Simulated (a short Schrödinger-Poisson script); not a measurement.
System: gated Al0.4Ga0.6N/GaN polarisation-induced gas, at 300 K.

```tsv
layer	material	thickness (nm)	Na (cm⁻³)
1	Al0.4Ga0.6N	25	-
2	GaN	6000	1e14
```

Constants are typed, rounded textbook-type inputs, not results; the design itself was drawn at random and stands for no fabricated device. Al0.4Ga0.6N: permittivity 9.26, conduction-band edge (eV) 0.58, gap (eV) 4.258, electron mass (mₑ) 0.248, Nv at 300 K (cm⁻³) 4.6e19. GaN: permittivity 9.5, conduction-band edge (eV) 0, gap (eV) 3.43, Nv at 300 K (cm⁻³) 4.6e19.

Channel valleys (confinement mass, in-plane density-of-states mass, number): Γ 0.2, 0.2, 1. At the gate the conduction-band edge of layer 1 lies 1.56 eV − eVg above the Fermi level of the channel; the field vanishes at the back. Sheet of polarisation charge: +2e13 e/cm² at 25 nm from the gate. The barrier under the gate holds no holes. Gaps are held at their typed values at every temperature. Mesh 0.08 nm at interfaces.

From a short Schrödinger-Poisson script (our own, NumPy): 1D Poisson equation in equilibrium, electrons quantum, Hartree plus LDA exchange-correlation (BenDaniel-Duke, 40 states a valley, the channel's in-plane mass for all, wave functions free to enter the barrier), parabolic valleys, classical holes, full ionisation, no traps, pinning or gate leakage.

Only gate voltages with over 1e8 electrons/cm² are shown.

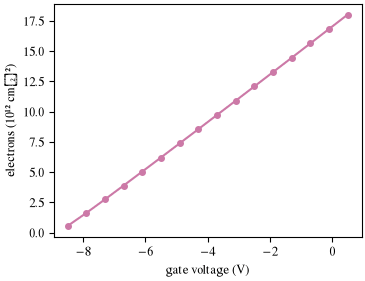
Fig. 1. Sheet density against gate voltage

```
Vg (V)  electrons (cm⁻²)  in the channel layer  C (μF/cm²)  Γ E0 (meV)  Γ E1 (meV)
------  ----------------  --------------------  ----------  ----------  ----------
0.5              1.80e13               1.65e13       0.319      -188.2        -6.6
-0.7             1.56e13               1.46e13       0.318      -164.5         1.5
-1.9             1.33e13               1.25e13       0.316      -140.2         9.6
-3.1             1.09e13               1.04e13       0.315      -115.3        17.9
-4.3             8.55e12               8.26e12       0.313       -89.6        26.3
-5.5             6.21e12               6.06e12       0.311       -62.7        35.0
-6.7             3.89e12               3.84e12       0.307       -33.1        44.8
-7.9             1.63e12               1.62e12       0.296         7.0        59.7
```

Subbands count from the Fermi level.
